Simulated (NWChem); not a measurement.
# BrH (hydrogen bromide) at M06-L/jorge-TZP-DKH (DKH3)

We compute a single-point energy of BrH (hydrogen bromide). Input form: an ASE script.

Program for the calculation: NWChem 7.3.0.

## (1) Starting point

The species is BrH (2 atoms), typed as a singlet with charge 0. SMILES: `Br`. The shape is that of a GFN2-xTB optimisation.

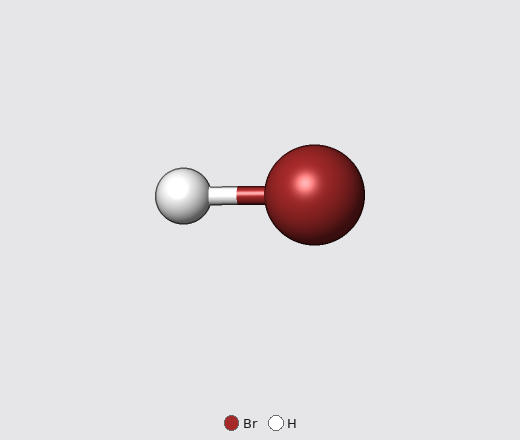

The structure, seen from a chosen angle (bromine red, hydrogen white).

## (2) A single-point energy at M06-L/jorge-TZP-DKH (DKH3)

Input file nw.xyz:

```xyz
2

Br    -0.594900     0.214950    -0.300840
H      0.594900    -0.214950     0.300840
```

Input file run.py:

```python
from ase.io import read
from ase.calculators.nwchem import NWChem

atoms = read('nw.xyz')

calc = NWChem(
    label='nw',
    theory='dft',
    memory='2200 mb',
    basis='jorge-TZP-DKH',
    basispar='spherical bse',
    relativistic={'douglas-kroll': 'dk3'},
    dft={'xc': 'm06-l', 'mult': '1', 'grid': 'fine', 'direct': None, 'iterations': '150', 'mulliken': None},
    task='energy',
)
atoms.calc = calc

print(f"energy = {atoms.get_potential_energy():.6f} eV")
print("dipole (e A):", atoms.get_dipole_moment().round(4))
```

Started as:

```console
$ export ASE_NWCHEM_COMMAND="nwchem PREFIX.nwi > PREFIX.nwo"
$ python run.py
```

Q: Predict the results. Wanted: total energy; dipole moment; HOMO energy; LUMO energy; HOMO–LUMO gap.

**Answer.** As computed:

At M06-L/jorge-TZP-DKH (DKH3):

| quantity | value |
| --- | --- |
| total energy | -2606.78521 Eh |
| dipole moment | 0.88 D |
| HOMO energy | -7.53 eV |
| LUMO energy | -0.32 eV |
| HOMO–LUMO gap | 7.21 eV |
